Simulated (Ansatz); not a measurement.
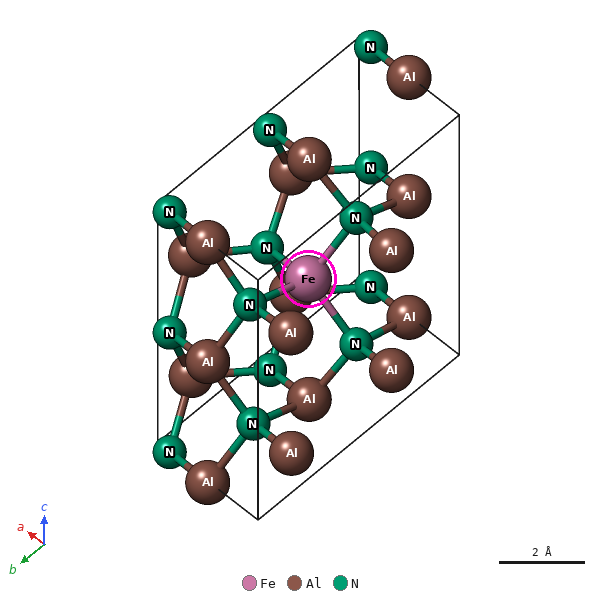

We look at a ball-and-stick model of the crystal from a general direction. The parallelepiped is the supercell. The host is AlN, in a cell of 16 sites, and the cell carries a charge of -1. A ring marks the defect's site.

**Which defect is modelled here, and what are its neighbours?**

Iron on an aluminium site (a substitutional impurity). It is bonded to four N in a tetrahedral arrangement at about 2.0 Å.

Results below were computed with Ansatz, DFT PBE, scalar-relativistic, plane waves, PAW; the settings were plane waves up to 420 eV, a 2×2×2 grid in reciprocal space, Gaussian smearing of 0.01 eV, collinear spins.

**Is the defect magnetic?**

Yes, 4.0 μB in the cell.

The atoms were relaxed in the host's cell with DFT PBE, scalar-relativistic, plane waves, PAW (Ansatz 0.2.0).
